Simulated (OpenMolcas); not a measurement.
**CHClFNOSi (SMILES O=C=N[SiH](F)Cl): a chain of runs**

Aim: a single-point energy (HF/ANO-RCC-MB), then the energy (CASSCF(2,2)/ANO-RCC-VDZP), then an energy scan (CASPT2(2,2)/ANO-RCC-VDZP), then an energy scan (SC-NEVPT2(2,2)/ANO-RCC-VDZP), then an energy scan (MC-PDFT[tPBE](2,2)/ANO-RCC-VDZP) of CHClFNOSi. 

The calculation is run with OpenMolcas 26.06.

### 1 Starting point

CHClFNOSi: 7 atoms, total charge 0, spin state singlet. SMILES: `O=C=N[SiH](F)Cl`. The shape is that of a PBE0-D4/def2-TZVP optimisation. This is one conformer, not always the lowest.

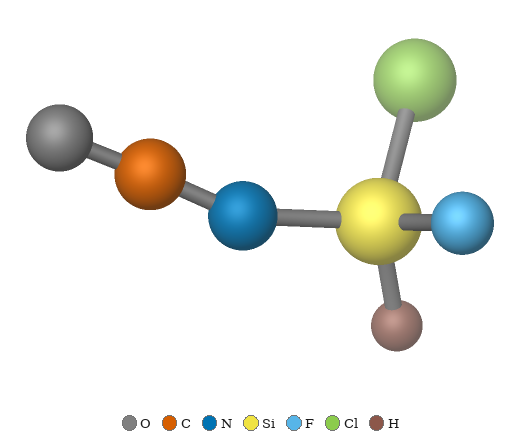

Viewed from a chosen angle; oxygen grey, carbon orange, nitrogen blue, silicon yellow, fluorine blue, chlorine green, hydrogen brown.

### 2 The energy at HF/ANO-RCC-MB (DKH2) (run 1)

mol.xyz reads:

```xyz
7

O      0.815200    -2.357500     1.658700
C      0.512200    -1.559700     0.874600
N      0.199300    -0.771000     0.028300
Si    -0.274200     0.722000    -0.596700
F      0.917700     1.292700    -1.464400
Cl    -0.652900     2.033600     0.904000
H     -1.456100     0.571700    -1.450200
```

step1.input reads:

```
&gateway
coord
mol.xyz
basis
ANO-RCC-MB
group
NoSym
&seward
&scf
prorbitals
0
&localisation
occupied
freeze
pipek-mezey
&localisation
fileorb
$Project.LocOrb
virtual
pipek-mezey
```

The run is started by

```bash
export MOLCAS_MEM=1860
pymolcas step1.input > step1.log
```

Standard output:

```text
--- Start Module: gateway ---
[...]
--- Stop Module: gateway /rc=_RC_ALL_IS_WELL_ ---
[...]
      Basis functions           39
[...]
       Convergence after  13 Iterations
[...]
::    Total SCF energy                              -1017.5474506272
[...]
      Total spin, S                                     0.0000000000
[...]
      Total electronic charge=   62.000000
      Total            charge=   -0.000000
[...]
      Dipole Moment (debye):
      Origin of the operator (angstrom)=    0.0596    0.3940    0.1845
                   X= -1.7026E+00               Y=  1.8688E-01               Z= -1.7954E+00           Total=  2.4813E+00
      Quadrupole Moment (debye*angstrom):
[...]
--- Start Module: localisation ---
[...]
--- Stop Module: localisation /rc=_RC_ALL_IS_WELL_ ---
--- Start Module: localisation ---
[...]
--- Stop Module: localisation /rc=_RC_ALL_IS_WELL_ ---
[...]
```

It took 4.8 s on 1 thread of Intel Xeon Platinum 8375C at 2.90GHz (Ice Lake), shared host; peak memory 0.39 GiB.

### 3 The energy at CASSCF(2,2)/ANO-RCC-VDZP (DKH2, RICD fitting) (run 2)

mol.xyz is that of step 2.

step2.input reads:

```
&GATEWAY
  COORD = mol.xyz
  BASIS = ANO-RCC-MB
  GROUP = NoSym

&SEWARD

&RASSCF
  FILEORB = $CurrDir/step1.LocOrb
  ALTER = 2
  1 20 31
  1 32 37
  SPIN = 1
  NACTEL = 2 0 0
  INACTIVE = 30
  RAS2 = 2
  ORBLISTING = Nothing
>>> COPY $Project.RunFile RUNFIL1
>>> COPY $Project.RasOrb INPORB

&GATEWAY
  COORD = mol.xyz
  BASIS = ANO-RCC-VDZP
  GROUP = NoSym
  RICD

&SEWARD
>>> COPY $Project.RunFile RUNFIL2

&EXPBAS

&RASSCF
  FILEORB = $Project.ExpOrb
  SPIN = 1
  NACTEL = 2 0 0
  INACTIVE = 30
  RAS2 = 2
  ORBLISTING = Nothing
  ORBAPPEAR = Compact
```

The run is started by

```bash
export MOLCAS_MEM=1860
pymolcas step2.input > step2.log
```

Standard output:

```text
--- Start Module: gateway ---
[...]
--- Stop Module: gateway /rc=_RC_ALL_IS_WELL_ ---
[...]
      Basis functions           39
[...]
      Number of active orbitals                  2
[...]
      Spin quantum number                      0.0
[...]
      Active orbitals                            2
[...]
      Number of CSFs                             3
[...]
      Number of root(s) required                 1
[...]
      Convergence after 11 iterations
[...]
      printout of CI-coefficients larger than  0.05 for root  1
      energy=   -1017.560667
      conf/sym  11     Coeff  Weight
             1  20   0.99440 0.98884
             3  02  -0.10565 0.01116
      Natural orbitals and occupation numbers for root  1
      sym 1:   1.977678   0.022322
      ************************************************************************************************************************
      *                                                    Final results                                                     *
[...]
::    RASSCF root number  1 Total energy:  -1017.56066684
[...]
      Basis functions           97
[...]
--- Start Module: expbas ---
[...]
--- Stop Module: expbas /rc=_RC_ALL_IS_WELL_ ---
--- Start Module: rasscf ---
[...]
      Convergence after 14 iterations
[...]
      Natural orbitals and occupation numbers for root  1
      sym 1:   1.982229   0.017771
      ************************************************************************************************************************
      *                                                    Final results                                                     *
[...]
::    RASSCF root number  1 Total energy:  -1018.14088838
[...]
      Total electronic charge=   62.000000
      Total            charge=   -0.000000
[...]
      Dipole Moment (debye):
      Origin of the operator (angstrom)=    0.0596    0.3940    0.1845
                   X= -1.4750E+00               Y= -4.7447E-03               Z= -6.5800E-01           Total=  1.6151E+00
      Quadrupole Moment (debye*angstrom):
[...]
--- Stop Module: rasscf /rc=_RC_ALL_IS_WELL_ ---
[...]
```

It took 15 s on 1 thread of Intel Xeon Platinum 8375C at 2.90GHz (Ice Lake), shared host; peak memory 0.39 GiB.

### 4 An energy scan at CASPT2(2,2)/ANO-RCC-VDZP (DKH2, RICD fitting, ipea shift 0.25 Eh, pt2 variant SS) (run 3)

step3.input reads:

```
* CHClFNOSi CASPT2
>>> COPY $CurrDir/step2.RasOrb $Project.RasOrb
>>> ForEach K in (1, 2, 3, 4, 5, 6, 7, 8, 9)

&gateway
  coord=$CurrDir/point$K.xyz
  basis=ANO-RCC-VDZP
  group=NoSym
  ricd

&seward

&rasscf
  fileorb=$Project.RasOrb
  spin=1
  nactel=2 0 0
  inactive=30
  ras2=2
  orblisting=Nothing
  orbappear=Compact

&caspt2
  imaginary=0.2
  frozen=14
>>> EndDo
```

The run is started by

```bash
export MOLCAS_MEM=1860
pymolcas step3.input > step3.log
```

Standard output:

```text
[...]
      Basis functions           97
[...]
      Number of active orbitals                  2
[...]
      Spin quantum number                      0.0
[...]
      Active orbitals                            2
[...]
      Number of CSFs                             3
[...]
      Number of root(s) required                 1
[...]
      Convergence after 10 iterations
[...]
      Natural orbitals and occupation numbers for root  1
      sym 1:   1.988128   0.011872
      ************************************************************************************************************************
      *                                                    Final results                                                     *
[...]
::    RASSCF root number  1 Total energy:  -1018.12942670
[...]
::    CASPT2 Root  1     Total energy:  -1019.01028609
[...]
      Convergence after  9 iterations
[...]
      Natural orbitals and occupation numbers for root  1
      sym 1:   1.982208   0.017792
      ************************************************************************************************************************
      *                                                    Final results                                                     *
[...]
      Convergence after  9 iterations
[...]
      Natural orbitals and occupation numbers for root  1
      sym 1:   1.792703   0.207297
      ************************************************************************************************************************
      *                                                    Final results                                                     *
[...]
      Convergence after  9 iterations
[...]
      Natural orbitals and occupation numbers for root  1
      sym 1:   1.583385   0.416615
      ************************************************************************************************************************
      *                                                    Final results                                                     *
[...]
      Convergence after  9 iterations
[...]
      Natural orbitals and occupation numbers for root  1
      sym 1:   1.305394   0.694606
      ************************************************************************************************************************
      *                                                    Final results                                                     *
[...]
::    RASSCF root number  1 Total energy:  -1017.99822458
[...]
::    CASPT2 Root  1     Total energy:  -1018.87088433
[...]
      Convergence after  8 iterations
[...]
::    RASSCF root number  1 Total energy:  -1017.99456143
[...]
::    CASPT2 Root  1     Total energy:  -1018.86625306
[...]
```

Wall time 91 s (1 thread of Intel Xeon Platinum 8375C at 2.90GHz (Ice Lake), shared host); peak memory 0.086 GiB.

The scan, from its lowest point:

| H7–Si4 (Å) | energy (kJ/mol) |
| --- | --- |
| 1.319 | 27.9 |
| 1.466 | 0.0 |
| 1.612 | 15.3 |
| 1.832 | 75.4 |
| 2.125 | 172.4 |
| 2.491 | 275.5 |
| 2.931 | 352.6 |
| 3.517 | 393.9 |
| 4.397 | 406.0 |

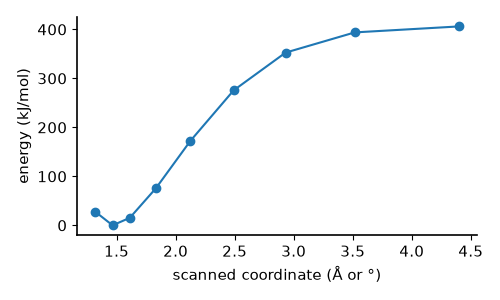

Energy along the scan.

### 5 The energy along one coordinate at SC-NEVPT2(2,2)/ANO-RCC-VDZP (DKH2, RICD fitting, pt2 variant SC-NEVPT2) (run 4)

step4.inp reads:

```
>>> COPY $CurrDir/step2.RasOrb $Project.RasOrb
>>> ForEach K in (1, 2, 3, 4, 5, 6, 7, 8, 9)
&GATEWAY
Coord=$CurrDir/point$K.xyz
Basis=ANO-RCC-VDZP
Group=NoSym
RICD
&SEWARD
&RASSCF
FileOrb=$Project.RasOrb
Spin=1
Nactel=2 0 0
Inactive=30
Ras2=2
OrbListing=Nothing
OrbAppear=Compact
&CASPT2
SC-NEVPT2
Frozen=14
>>> EndDo
```

The run is started by

```bash
export MOLCAS_MEM=1860
pymolcas step4.inp > step4.log
```

Standard output:

```text
[...]
      Basis functions           97
[...]
      Number of active orbitals                  2
[...]
      Spin quantum number                      0.0
[...]
      Active orbitals                            2
[...]
      Number of CSFs                             3
[...]
      Number of root(s) required                 1
[...]
      Convergence after 10 iterations
[...]
      printout of CI-coefficients larger than  0.05 for root  1
      energy=   -1018.129427
      conf/sym  11     Coeff  Weight
             1  20   0.99703 0.99406
             3  02  -0.07704 0.00594
      Natural orbitals and occupation numbers for root  1
      sym 1:   1.988128   0.011872
      ************************************************************************************************************************
      *                                                    Final results                                                     *
[...]
::    RASSCF root number  1 Total energy:  -1018.12942670
[...]
      E2 (Variational):          -0.8731381849
[...]
::    SC-NEVPT2 Root  1     Total energy:  -1019.00255249
[...]
      Convergence after  9 iterations
[...]
      Natural orbitals and occupation numbers for root  1
      sym 1:   1.982208   0.017792
      ************************************************************************************************************************
      *                                                    Final results                                                     *
[...]
      Convergence after  9 iterations
[...]
      Natural orbitals and occupation numbers for root  1
      sym 1:   1.792703   0.207297
      ************************************************************************************************************************
      *                                                    Final results                                                     *
[...]
      Convergence after  9 iterations
[...]
      Natural orbitals and occupation numbers for root  1
      sym 1:   1.583385   0.416615
      ************************************************************************************************************************
      *                                                    Final results                                                     *
[...]
      Convergence after  9 iterations
[...]
::    RASSCF root number  1 Total energy:  -1017.99822458
[...]
::    SC-NEVPT2 Root  1     Total energy:  -1018.86822258
[...]
      Convergence after  8 iterations
[...]
::    RASSCF root number  1 Total energy:  -1017.99456143
[...]
      E2 (Variational):          -0.8693803448
[...]
      Reference weight:           0.77647
[...]
::    SC-NEVPT2 Root  1     Total energy:  -1018.86394177
[...]
```

Wall time 85 s (1 thread of Intel Xeon Platinum 8375C at 2.90GHz (Ice Lake), shared host); peak memory 0.086 GiB.

The scan, from its lowest point:

| H7–Si4 (Å) | energy (kJ/mol) |
| --- | --- |
| 1.319 | 30.6 |
| 1.466 | 0.0 |
| 1.612 | 13.4 |
| 1.832 | 71.4 |
| 2.125 | 166.6 |
| 2.491 | 268.3 |
| 2.931 | 343.9 |
| 3.517 | 383.3 |
| 4.397 | 394.6 |

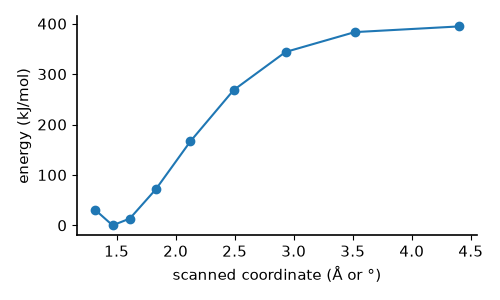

Energy along the scan.

### 6 The energy along one coordinate at MC-PDFT[tPBE](2,2)/ANO-RCC-VDZP (DKH2, RICD fitting) (run 5)

step5.inp reads:

```
* CHClFNOSi MC-PDFT
>>> EXPORT MOLCAS_PRINT=2
>>> COPY $CurrDir/step2.RasOrb $Project.RasOrb
>>> ForEach K in (1, 2, 3, 4, 5, 6, 7, 8, 9)

&gateway
  coord=$CurrDir/point$K.xyz
  basis=ANO-RCC-VDZP
  group=NoSym
  ricd

&seward

&rasscf
  fileorb=$Project.RasOrb
  spin=1
  nactel=2 0 0
  inactive=30
  ras2=2
  orblisting=Nothing
  orbappear=Compact

&mcpdft
  ksdft=T:PBE
>>> EndDo
```

The run is started by

```bash
export MOLCAS_MEM=1860
pymolcas step5.inp > step5.log
```

Standard output:

```text
--- Start Module: gateway ---
[...]
      Basis functions           97
[...]
      Number of active orbitals                  2
[...]
      Spin quantum number                      0.0
[...]
      Active orbitals                            2
[...]
      Number of CSFs                             3
[...]
      Number of root(s) required                 1
[...]
      Convergence after 10 iterations
[...]
      printout of CI-coefficients larger than  0.05 for root  1
      energy=   -1018.129427
      conf/sym  11     Coeff  Weight
             1  20   0.99703 0.99406
             3  02  -0.07704 0.00594
      Natural orbitals and occupation numbers for root  1
      sym 1:   1.988128   0.011872
      ************************************************************************************************************************
      *                                                    Final results                                                     *
[...]
::    RASSCF root number  1 Total energy:  -1018.12942670
[...]
::    MCPDFT root number  1 Total energy:  -1020.05747357
[...]
      Convergence after  9 iterations
[...]
      Natural orbitals and occupation numbers for root  1
      sym 1:   1.982208   0.017792
      ************************************************************************************************************************
      *                                                    Final results                                                     *
[...]
      Convergence after  9 iterations
[...]
      Natural orbitals and occupation numbers for root  1
      sym 1:   1.792703   0.207297
      ************************************************************************************************************************
      *                                                    Final results                                                     *
[...]
      Convergence after  9 iterations
[...]
      Natural orbitals and occupation numbers for root  1
      sym 1:   1.583385   0.416615
      ************************************************************************************************************************
      *                                                    Final results                                                     *
[...]
      Convergence after  9 iterations
[...]
::    RASSCF root number  1 Total energy:  -1017.99822458
[...]
::    MCPDFT root number  1 Total energy:  -1019.91426066
[...]
      Convergence after  8 iterations
[...]
::    RASSCF root number  1 Total energy:  -1017.99456143
[...]
      Total electronic charge=   62.000000
      Total            charge=   -0.000000
[...]
::    MCPDFT root number  1 Total energy:  -1019.91043368
[...]
```

Run time: 86 s. Hardware: 1 thread of Intel Xeon Platinum 8375C at 2.90GHz (Ice Lake), shared host; peak memory 0.086 GiB.

The scan, from its lowest point:

| H7–Si4 (Å) | energy (kJ/mol) |
| --- | --- |
| 1.319 | 30.0 |
| 1.466 | 0.0 |
| 1.612 | 13.1 |
| 1.832 | 70.6 |
| 2.125 | 167.1 |
| 2.491 | 275.0 |
| 2.931 | 360.7 |
| 3.517 | 406.0 |
| 4.397 | 416.1 |

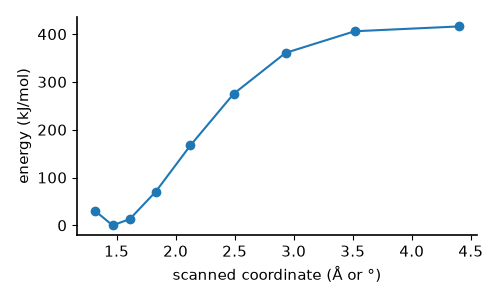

Energy along the scan.

### 7 Summary of results

```
                                                         quantity           value
                               run 1, HF/ANO-RCC-MB: total energy  -1017.54745 Eh
                              run 1, HF/ANO-RCC-MB: dipole moment          2.48 D
                                run 1, HF/ANO-RCC-MB: HOMO energy       -13.49 eV
                                run 1, HF/ANO-RCC-MB: LUMO energy         2.59 eV
                              run 1, HF/ANO-RCC-MB: HOMO–LUMO gap        16.08 eV
                    run 2, CASSCF(2,2)/ANO-RCC-VDZP: total energy  -1018.14089 Eh
  run 2, CASSCF(2,2)/ANO-RCC-VDZP: dipole moment (CASSCF density)          1.62 D
       run 3, CASPT2(2,2)/ANO-RCC-VDZP: lowest energy of the scan  -1019.02090 Eh
    run 4, SC-NEVPT2(2,2)/ANO-RCC-VDZP: lowest energy of the scan  -1019.01422 Eh
run 5, MC-PDFT[tPBE](2,2)/ANO-RCC-VDZP: lowest energy of the scan  -1020.06890 Eh
```

In words: Mulliken charges (run 2, CASSCF(2,2)/ANO-RCC-VDZP) run from -0.47 on F5 to +1.12 on Si4.
